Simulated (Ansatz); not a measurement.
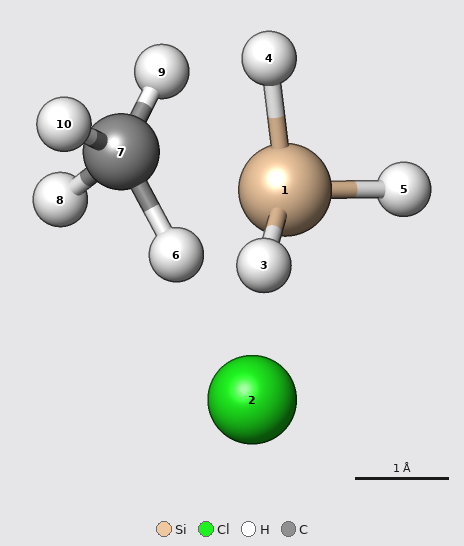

Figure 1. The starting structure (ball-and-stick view, seen at a tilt; atoms are numbered from 1 in the order of the input). Bond lengths as drawn: C–H 1.10 to 1.26 Å and H–Si 1.48 to 1.50 Å.

**Molecular dynamics, with input and output: CH7ClSi (part 1 of 3)**

System: CH7ClSi.
Method: UKS B3LYP/def2-SVP (Ansatz 0.2.0).

It belongs to a series of runs on one base structure; here: dynamics from the highest image of the converged band. Figures and captions count atoms from 1; the log counts them from 0 in places.

**Input**
```yaml
crystal:
  periodic: [false, false, false]
  atoms:
    - { symbol: Si, position_ang: [-1.00715, 0.142048, -0.389159] }
    - { symbol: Cl, position_ang: [0.399238, -1.621003, -1.704091] }
    - { symbol: H, position_ang: [-1.011242, 0.854471, -1.68368] }
    - { symbol: H, position_ang: [-1.42373, 1.181119, 0.61535] }
    - { symbol: H, position_ang: [-1.880696, -1.016213, -0.108634] }
    - { symbol: H, position_ang: [0.676267, -0.575151, -0.305411] }
    - { symbol: C, position_ang: [0.886971, 0.169793, 0.692025] }
    - { symbol: H, position_ang: [1.88017, -0.315717, 0.653991] }
    - { symbol: H, position_ang: [0.438466, -0.068687, 1.665432] }
    - { symbol: H, position_ang: [1.041906, 1.249142, 0.564276] }
magnetization:
  spin_polarized: true
basis:
  gaussian: { orbitals: def2-SVP }
hamiltonian:
  xc: b3lyp
md:
  timestep: 0.5
  n_steps: 200
  ensemble: nve
  temperature: 100.0
  initial_velocities: maxwell_boltzmann
  seed: 11541
```

Machine: 2 threads of Arm Neoverse V1, 24 GiB of memory available, shared host.

Launched with:
```bash
ansatz run input.yaml --threads 2 --pin off --max-ram 3072MiB --backend cpu --events-out ev --progress --plain --runs-dir out
```

**Output**
```
Engine: ansatz 0.2.0, aarch64-unknown-linux-gnu
Functional definition: B3LYP
  parameter a0 = 0.2
  parameter ax = 0.72
  parameter ac = 0.81
  exchange = (1 - a0 - ax)*slater_x + ax*b88_x + a0*exact_x
  correlation = (1 - ac)*vwn_rpa_c + ac*lyp_c
897 factors; integrals over basis functions are off by at most 4.9e-4 eV
mean field evaluation 1: about -21539.8227 eV, gradient 2.8e1 eV
mean field evaluation 2: about -21538.5859 eV, gradient 3.0e1 eV
mean field evaluation 4: about -21543.4906 eV, gradient 1.2e0 eV
mean field evaluation 8: about -21543.5038 eV, gradient 6.4e-3 eV
mean field -21543.50383488 eV, -791.7091632205 hartree, gradient 5.0e-5 eV, S^2 0.000000; 0 other end points of the search recorded, 0 dependent functions left out
the calculation of the forces begins
reference -21543.50408000 eV, -791.7091722286 hartree; 22, 22 occupied and 63, 63 virtual orbitals, 897 factors
md step     0: t =     0.00 fs  T =   100.0 K  F+E_penalty+E_count = -21543.50383488 eV  E_kin = 0.103408 eV  conserved = -21543.40042688 eV  (25 SCF iters)
these checks for a lower state are left out or cut short: starts, cluster_reference, orbital_swaps, neighbouring_geometries, increment
897 factors; integrals over basis functions are off by at most 4.9e-4 eV
mean field evaluation 16: about -21543.5005 eV, gradient 3.9e-1 eV
mean field -21543.50150748 eV, -791.7090776902 hartree, gradient 1.1e-5 eV, S^2 0.000000; 0 other end points of the search recorded, 0 dependent functions left out
the calculation of the forces begins
reference -21543.50175252 eV, -791.7090866951 hartree; 22, 22 occupied and 63, 63 virtual orbitals, 897 factors
md step     1: t =     0.50 fs  T =    97.8 K  F+E_penalty+E_count = -21543.50150748 eV  E_kin = 0.101110 eV  conserved = -21543.40039774 eV  (25 SCF iters)
[... from here on the SCF iterations and repeated set-up lines of each step are left out, up to the last step ...]
md step     2: t =     1.00 fs  T =    91.7 K  F+E_penalty+E_count = -21543.49507712 eV  E_kin = 0.094782 eV  conserved = -21543.40029467 eV  (25 SCF iters)
md step     3: t =     1.50 fs  T =    83.2 K  F+E_penalty+E_count = -21543.48618822 eV  E_kin = 0.086043 eV  conserved = -21543.40014543 eV  (25 SCF iters)
md step     4: t =     2.00 fs  T =    74.6 K  F+E_penalty+E_count = -21543.47718390 eV  E_kin = 0.077184 eV  conserved = -21543.39999946 eV  (25 SCF iters)
md step     5: t =     2.50 fs  T =    68.1 K  F+E_penalty+E_count = -21543.47034033 eV  E_kin = 0.070432 eV  conserved = -21543.39990806 eV  (25 SCF iters)
md step     6: t =     3.00 fs  T =    65.0 K  F+E_penalty+E_count = -21543.46708199 eV  E_kin = 0.067182 eV  conserved = -21543.39989982 eV  (26 SCF iters)
md step     7: t =     3.50 fs  T =    65.4 K  F+E_penalty+E_count = -21543.46754535 eV  E_kin = 0.067579 eV  conserved = -21543.39996639 eV  (25 SCF iters)
md step     8: t =     4.00 fs  T =    68.3 K  F+E_penalty+E_count = -21543.47070059 eV  E_kin = 0.070631 eV  conserved = -21543.40006925 eV  (25 SCF iters)
md step     9: t =     4.50 fs  T =    72.3 K  F+E_penalty+E_count = -21543.47493701 eV  E_kin = 0.074776 eV  conserved = -21543.40016091 eV  (25 SCF iters)
md step    10: t =     5.00 fs  T =    76.0 K  F+E_penalty+E_count = -21543.47879264 eV  E_kin = 0.078586 eV  conserved = -21543.40020692 eV  (25 SCF iters)
md step    11: t =     5.50 fs  T =    78.6 K  F+E_penalty+E_count = -21543.48149579 eV  E_kin = 0.081299 eV  conserved = -21543.40019664 eV  (25 SCF iters)
md step    12: t =     6.00 fs  T =    80.3 K  F+E_penalty+E_count = -21543.48315156 eV  E_kin = 0.083011 eV  conserved = -21543.40014023 eV  (25 SCF iters)
md step    13: t =     6.50 fs  T =    81.8 K  F+E_penalty+E_count = -21543.48460179 eV  E_kin = 0.084543 eV  conserved = -21543.40005906 eV  (25 SCF iters)
md step    14: t =     7.00 fs  T =    84.2 K  F+E_penalty+E_count = -21543.48709651 eV  E_kin = 0.087120 eV  conserved = -21543.39997691 eV  (26 SCF iters)
md step    15: t =     7.50 fs  T =    89.0 K  F+E_penalty+E_count = -21543.49192256 eV  E_kin = 0.092010 eV  conserved = -21543.39991236 eV  (25 SCF iters)
md step    16: t =     8.00 fs  T =    96.9 K  F+E_penalty+E_count = -21543.50009988 eV  E_kin = 0.100222 eV  conserved = -21543.39987784 eV  (26 SCF iters)
md step    17: t =     8.50 fs  T =   108.6 K  F+E_penalty+E_count = -21543.51219027 eV  E_kin = 0.112314 eV  conserved = -21543.39987592 eV  (28 SCF iters)
md step    18: t =     9.00 fs  T =   124.1 K  F+E_penalty+E_count = -21543.52824506 eV  E_kin = 0.128342 eV  conserved = -21543.39990318 eV  (28 SCF iters)
md step    19: t =     9.50 fs  T =   143.0 K  F+E_penalty+E_count = -21543.54787356 eV  E_kin = 0.147925 eV  conserved = -21543.39994870 eV  (27 SCF iters)
md step    20: t =    10.00 fs  T =   164.8 K  F+E_penalty+E_count = -21543.57042458 eV  E_kin = 0.170427 eV  conserved = -21543.39999807 eV  (27 SCF iters)
md step    21: t =    10.50 fs  T =   188.8 K  F+E_penalty+E_count = -21543.59523773 eV  E_kin = 0.195202 eV  conserved = -21543.40003588 eV  (25 SCF iters)
md step    22: t =    11.00 fs  T =   214.5 K  F+E_penalty+E_count = -21543.62190206 eV  E_kin = 0.221848 eV  conserved = -21543.40005392 eV  (26 SCF iters)
md step    23: t =    11.50 fs  T =   242.1 K  F+E_penalty+E_count = -21543.65040172 eV  E_kin = 0.250341 eV  conserved = -21543.40006030 eV  (26 SCF iters)
md step    24: t =    12.00 fs  T =   271.7 K  F+E_penalty+E_count = -21543.68100227 eV  E_kin = 0.280914 eV  conserved = -21543.40008875 eV  (27 SCF iters)
md step    25: t =    12.50 fs  T =   303.2 K  F+E_penalty+E_count = -21543.71376222 eV  E_kin = 0.313567 eV  conserved = -21543.40019487 eV  (27 SCF iters)
md step    26: t =    13.00 fs  T =   335.9 K  F+E_penalty+E_count = -21543.74773207 eV  E_kin = 0.347300 eV  conserved = -21543.40043251 eV  (26 SCF iters)
md step    27: t =    13.50 fs  T =   366.9 K  F+E_penalty+E_count = -21543.78020587 eV  E_kin = 0.379396 eV  conserved = -21543.40080999 eV  (26 SCF iters)
md step    28: t =    14.00 fs  T =   392.1 K  F+E_penalty+E_count = -21543.80668593 eV  E_kin = 0.405447 eV  conserved = -21543.40123936 eV  (26 SCF iters)
md step    29: t =    14.50 fs  T =   406.9 K  F+E_penalty+E_count = -21543.82225552 eV  E_kin = 0.420736 eV  conserved = -21543.40151965 eV  (26 SCF iters)
md step    30: t =    15.00 fs  T =   409.2 K  F+E_penalty+E_count = -21543.82451322 eV  E_kin = 0.423107 eV  conserved = -21543.40140587 eV  (25 SCF iters)
md step    31: t =    15.50 fs  T =   402.5 K  F+E_penalty+E_count = -21543.81697904 eV  E_kin = 0.416199 eV  conserved = -21543.40077972 eV  (26 SCF iters)
md step    32: t =    16.00 fs  T =   397.1 K  F+E_penalty+E_count = -21543.81044133 eV  E_kin = 0.410594 eV  conserved = -21543.39984692 eV  (25 SCF iters)
md step    33: t =    16.50 fs  T =   406.6 K  F+E_penalty+E_count = -21543.81959703 eV  E_kin = 0.420467 eV  conserved = -21543.39912996 eV  (25 SCF iters)
md step    34: t =    17.00 fs  T =   441.2 K  F+E_penalty+E_count = -21543.85533782 eV  E_kin = 0.456210 eV  conserved = -21543.39912742 eV  (25 SCF iters)
md step    35: t =    17.50 fs  T =   500.7 K  F+E_penalty+E_count = -21543.91764038 eV  E_kin = 0.517752 eV  conserved = -21543.39988797 eV  (26 SCF iters)
md step    36: t =    18.00 fs  T =   574.4 K  F+E_penalty+E_count = -21543.99492860 eV  E_kin = 0.593955 eV  conserved = -21543.40097379 eV  (25 SCF iters)
md step    37: t =    18.50 fs  T =   646.5 K  F+E_penalty+E_count = -21544.07040862 eV  E_kin = 0.668564 eV  conserved = -21543.40184485 eV  (25 SCF iters)
md step    38: t =    19.00 fs  T =   703.8 K  F+E_penalty+E_count = -21544.13005762 eV  E_kin = 0.727831 eV  conserved = -21543.40222650 eV  (25 SCF iters)
md step    39: t =    19.50 fs  T =   739.7 K  F+E_penalty+E_count = -21544.16701543 eV  E_kin = 0.764862 eV  conserved = -21543.40215309 eV  (26 SCF iters)
md step    40: t =    20.00 fs  T =   754.0 K  F+E_penalty+E_count = -21544.18145287 eV  E_kin = 0.779648 eV  conserved = -21543.40180485 eV  (27 SCF iters)
md step    41: t =    20.50 fs  T =   751.1 K  F+E_penalty+E_count = -21544.17809242 eV  E_kin = 0.776741 eV  conserved = -21543.40135190 eV  (25 SCF iters)
md step    42: t =    21.00 fs  T =   737.7 K  F+E_penalty+E_count = -21544.16368245 eV  E_kin = 0.762794 eV  conserved = -21543.40088804 eV  (25 SCF iters)
md step    43: t =    21.50 fs  T =   720.5 K  F+E_penalty+E_count = -21544.14545269 eV  E_kin = 0.745006 eV  conserved = -21543.40044682 eV  (25 SCF iters)
md step    44: t =    22.00 fs  T =   706.3 K  F+E_penalty+E_count = -21544.13043416 eV  E_kin = 0.730392 eV  conserved = -21543.40004227 eV  (25 SCF iters)
md step    45: t =    22.50 fs  T =   701.5 K  F+E_penalty+E_count = -21544.12509185 eV  E_kin = 0.725388 eV  conserved = -21543.39970356 eV  (25 SCF iters)
md step    46: t =    23.00 fs  T =   711.1 K  F+E_penalty+E_count = -21544.13479080 eV  E_kin = 0.735306 eV  conserved = -21543.39948526 eV  (25 SCF iters)
md step    47: t =    23.50 fs  T =   738.3 K  F+E_penalty+E_count = -21544.16294684 eV  E_kin = 0.763495 eV  conserved = -21543.39945184 eV  (25 SCF iters)
md step    48: t =    24.00 fs  T =   783.7 K  F+E_penalty+E_count = -21544.21004644 eV  E_kin = 0.810387 eV  conserved = -21543.39965910 eV  (25 SCF iters)
md step    49: t =    24.50 fs  T =   843.9 K  F+E_penalty+E_count = -21544.27283186 eV  E_kin = 0.872696 eV  conserved = -21543.40013542 eV  (25 SCF iters)
md step    50: t =    25.00 fs  T =   912.0 K  F+E_penalty+E_count = -21544.34393717 eV  E_kin = 0.943073 eV  conserved = -21543.40086466 eV  (25 SCF iters)
md step    51: t =    25.50 fs  T =   977.2 K  F+E_penalty+E_count = -21544.41227491 eV  E_kin = 1.010521 eV  conserved = -21543.40175387 eV  (26 SCF iters)
md step    52: t =    26.00 fs  T =  1027.1 K  F+E_penalty+E_count = -21544.46468060 eV  E_kin = 1.062102 eV  conserved = -21543.40257894 eV  (26 SCF iters)
md step    53: t =    26.50 fs  T =  1050.8 K  F+E_penalty+E_count = -21544.48953319 eV  E_kin = 1.086576 eV  conserved = -21543.40295754 eV  (25 SCF iters)
md step    54: t =    27.00 fs  T =  1044.5 K  F+E_penalty+E_count = -21544.48252851 eV  E_kin = 1.080063 eV  conserved = -21543.40246573 eV  (25 SCF iters)
md step    55: t =    27.50 fs  T =  1017.0 K  F+E_penalty+E_count = -21544.45261162 eV  E_kin = 1.051622 eV  conserved = -21543.40098919 eV  (25 SCF iters)
md step    56: t =    28.00 fs  T =   990.0 K  F+E_penalty+E_count = -21544.42288858 eV  E_kin = 1.023759 eV  conserved = -21543.39912955 eV  (25 SCF iters)
md step    57: t =    28.50 fs  T =   989.4 K  F+E_penalty+E_count = -21544.42122467 eV  E_kin = 1.023157 eV  conserved = -21543.39806804 eV  (25 SCF iters)
md step    58: t =    29.00 fs  T =  1029.5 K  F+E_penalty+E_count = -21544.46321192 eV  E_kin = 1.064603 eV  conserved = -21543.39860916 eV  (25 SCF iters)
md step    59: t =    29.50 fs  T =  1102.9 K  F+E_penalty+E_count = -21544.54090117 eV  E_kin = 1.140534 eV  conserved = -21543.40036705 eV  (25 SCF iters)
md step    60: t =    30.00 fs  T =  1185.6 K  F+E_penalty+E_count = -21544.62822116 eV  E_kin = 1.226048 eV  conserved = -21543.40217340 eV  (25 SCF iters)
md step    61: t =    30.50 fs  T =  1251.8 K  F+E_penalty+E_count = -21544.69762593 eV  E_kin = 1.294486 eV  conserved = -21543.40313982 eV  (25 SCF iters)
md step    62: t =    31.00 fs  T =  1286.4 K  F+E_penalty+E_count = -21544.73339270 eV  E_kin = 1.330263 eV  conserved = -21543.40312977 eV  (26 SCF iters)
md step    63: t =    31.50 fs  T =  1288.0 K  F+E_penalty+E_count = -21544.73439759 eV  E_kin = 1.331911 eV  conserved = -21543.40248639 eV  (26 SCF iters)
md step    64: t =    32.00 fs  T =  1264.9 K  F+E_penalty+E_count = -21544.70957603 eV  E_kin = 1.307962 eV  conserved = -21543.40161357 eV  (26 SCF iters)
md step    65: t =    32.50 fs  T =  1229.3 K  F+E_penalty+E_count = -21544.67195882 eV  E_kin = 1.271177 eV  conserved = -21543.40078208 eV  (26 SCF iters)
md step    66: t =    33.00 fs  T =  1193.6 K  F+E_penalty+E_count = -21544.63441426 eV  E_kin = 1.234297 eV  conserved = -21543.40011688 eV  (26 SCF iters)
md step    67: t =    33.50 fs  T =  1168.0 K  F+E_penalty+E_count = -21544.60749211 eV  E_kin = 1.207837 eV  conserved = -21543.39965510 eV  (27 SCF iters)
md step    68: t =    34.00 fs  T =  1159.7 K  F+E_penalty+E_count = -21544.59865477 eV  E_kin = 1.199260 eV  conserved = -21543.39939517 eV  (26 SCF iters)
md step    69: t =    34.50 fs  T =  1172.9 K  F+E_penalty+E_count = -21544.61215011 eV  E_kin = 1.212821 eV  conserved = -21543.39932912 eV  (25 SCF iters)
md step    70: t =    35.00 fs  T =  1208.4 K  F+E_penalty+E_count = -21544.64906340 eV  E_kin = 1.249611 eV  conserved = -21543.39945197 eV  (26 SCF iters)
md step    71: t =    35.50 fs  T =  1264.5 K  F+E_penalty+E_count = -21544.70737960 eV  E_kin = 1.307619 eV  conserved = -21543.39976062 eV  (26 SCF iters)
md step    72: t =    36.00 fs  T =  1336.2 K  F+E_penalty+E_count = -21544.78204039 eV  E_kin = 1.381788 eV  conserved = -21543.40025247 eV  (26 SCF iters)
md step    73: t =    36.50 fs  T =  1415.9 K  F+E_penalty+E_count = -21544.86505970 eV  E_kin = 1.464149 eV  conserved = -21543.40091069 eV  (27 SCF iters)
md step    74: t =    37.00 fs  T =  1493.3 K  F+E_penalty+E_count = -21544.94589504 eV  E_kin = 1.544212 eV  conserved = -21543.40168289 eV  (26 SCF iters)
md step    75: t =    37.50 fs  T =  1556.9 K  F+E_penalty+E_count = -21545.01241066 eV  E_kin = 1.609968 eV  conserved = -21543.40244254 eV  (25 SCF iters)
md step    76: t =    38.00 fs  T =  1595.7 K  F+E_penalty+E_count = -21545.05298756 eV  E_kin = 1.650041 eV  conserved = -21543.40294704 eV  (25 SCF iters)
md step    77: t =    38.50 fs  T =  1602.8 K  F+E_penalty+E_count = -21545.06026684 eV  E_kin = 1.657400 eV  conserved = -21543.40286710 eV  (25 SCF iters)
md step    78: t =    39.00 fs  T =  1580.2 K  F+E_penalty+E_count = -21545.03596110 eV  E_kin = 1.634004 eV  conserved = -21543.40195667 eV  (25 SCF iters)
md step    79: t =    39.50 fs  T =  1541.2 K  F+E_penalty+E_count = -21544.99409477 eV  E_kin = 1.593728 eV  conserved = -21543.40036721 eV  (25 SCF iters)
md step    80: t =    40.00 fs  T =  1508.0 K  F+E_penalty+E_count = -21544.95826459 eV  E_kin = 1.559429 eV  conserved = -21543.39883527 eV  (24 SCF iters)
md step    81: t =    40.50 fs  T =  1501.3 K  F+E_penalty+E_count = -21544.95079209 eV  E_kin = 1.552491 eV  conserved = -21543.39830133 eV  (24 SCF iters)
md step    82: t =    41.00 fs  T =  1528.2 K  F+E_penalty+E_count = -21544.97941357 eV  E_kin = 1.580301 eV  conserved = -21543.39911287 eV  (25 SCF iters)
md step    83: t =    41.50 fs  T =  1578.0 K  F+E_penalty+E_count = -21545.03245823 eV  E_kin = 1.631775 eV  conserved = -21543.40068338 eV  (25 SCF iters)
md step    84: t =    42.00 fs  T =  1629.4 K  F+E_penalty+E_count = -21545.08703620 eV  E_kin = 1.684981 eV  conserved = -21543.40205480 eV  (26 SCF iters)
md step    85: t =    42.50 fs  T =  1663.3 K  F+E_penalty+E_count = -21545.12263923 eV  E_kin = 1.719978 eV  conserved = -21543.40266166 eV  (28 SCF iters)
md step    86: t =    43.00 fs  T =  1670.3 K  F+E_penalty+E_count = -21545.12969170 eV  E_kin = 1.727184 eV  conserved = -21543.40250797 eV  (27 SCF iters)
md step    87: t =    43.50 fs  T =  1651.8 K  F+E_penalty+E_count = -21545.11000201 eV  E_kin = 1.708101 eV  conserved = -21543.40190136 eV  (25 SCF iters)
md step    88: t =    44.00 fs  T =  1616.3 K  F+E_penalty+E_count = -21545.07252602 eV  E_kin = 1.671365 eV  conserved = -21543.40116102 eV  (25 SCF iters)
md step    89: t =    44.50 fs  T =  1574.5 K  F+E_penalty+E_count = -21545.02862043 eV  E_kin = 1.628127 eV  conserved = -21543.40049316 eV  (26 SCF iters)
md step    90: t =    45.00 fs  T =  1536.4 K  F+E_penalty+E_count = -21544.98879350 eV  E_kin = 1.588803 eV  conserved = -21543.39999043 eV  (26 SCF iters)
md step    91: t =    45.50 fs  T =  1510.0 K  F+E_penalty+E_count = -21544.96112471 eV  E_kin = 1.561452 eV  conserved = -21543.39967232 eV  (25 SCF iters)
md step    92: t =    46.00 fs  T =  1500.2 K  F+E_penalty+E_count = -21544.95082677 eV  E_kin = 1.551303 eV  conserved = -21543.39952379 eV  (25 SCF iters)
md step    93: t =    46.50 fs  T =  1509.4 K  F+E_penalty+E_count = -21544.96038833 eV  E_kin = 1.560867 eV  conserved = -21543.39952117 eV  (25 SCF iters)
md step    94: t =    47.00 fs  T =  1537.8 K  F+E_penalty+E_count = -21544.98989011 eV  E_kin = 1.590241 eV  conserved = -21543.39964937 eV  (25 SCF iters)
md step    95: t =    47.50 fs  T =  1583.4 K  F+E_penalty+E_count = -21545.03722966 eV  E_kin = 1.637321 eV  conserved = -21543.39990915 eV  (25 SCF iters)
md step    96: t =    48.00 fs  T =  1641.9 K  F+E_penalty+E_count = -21545.09813109 eV  E_kin = 1.697816 eV  conserved = -21543.40031461 eV  (25 SCF iters)
md step    97: t =    48.50 fs  T =  1706.9 K  F+E_penalty+E_count = -21545.16598298 eV  E_kin = 1.765102 eV  conserved = -21543.40088065 eV  (24 SCF iters)
md step    98: t =    49.00 fs  T =  1769.9 K  F+E_penalty+E_count = -21545.23175038 eV  E_kin = 1.830170 eV  conserved = -21543.40158029 eV  (24 SCF iters)
md step    99: t =    49.50 fs  T =  1820.2 K  F+E_penalty+E_count = -21545.28451673 eV  E_kin = 1.882215 eV  conserved = -21543.40230170 eV  (25 SCF iters)
md step   100: t =    50.00 fs  T =  1847.6 K  F+E_penalty+E_count = -21545.31335881 eV  E_kin = 1.910558 eV  conserved = -21543.40280130 eV  (28 SCF iters)
md step   101: t =    50.50 fs  T =  1845.5 K  F+E_penalty+E_count = -21545.31110018 eV  E_kin = 1.908364 eV  conserved = -21543.40273585 eV  (28 SCF iters)
md step   102: t =    51.00 fs  T =  1815.6 K  F+E_penalty+E_count = -21545.27930729 eV  E_kin = 1.877457 eV  conserved = -21543.40185007 eV  (28 SCF iters)
md step   103: t =    51.50 fs  T =  1771.0 K  F+E_penalty+E_count = -21545.23162630 eV  E_kin = 1.831310 eV  conserved = -21543.40031665 eV  (25 SCF iters)
md step   104: t =    52.00 fs  T =  1732.8 K  F+E_penalty+E_count = -21545.19077409 eV  E_kin = 1.791875 eV  conserved = -21543.39889905 eV  (28 SCF iters)
md step   105: t =    52.50 fs  T =  1720.2 K  F+E_penalty+E_count = -21545.17732830 eV  E_kin = 1.778803 eV  conserved = -21543.39852565 eV  (28 SCF iters)
md step   106: t =    53.00 fs  T =  1738.0 K  F+E_penalty+E_count = -21545.19664934 eV  E_kin = 1.797184 eV  conserved = -21543.39946519 eV  (28 SCF iters)
```
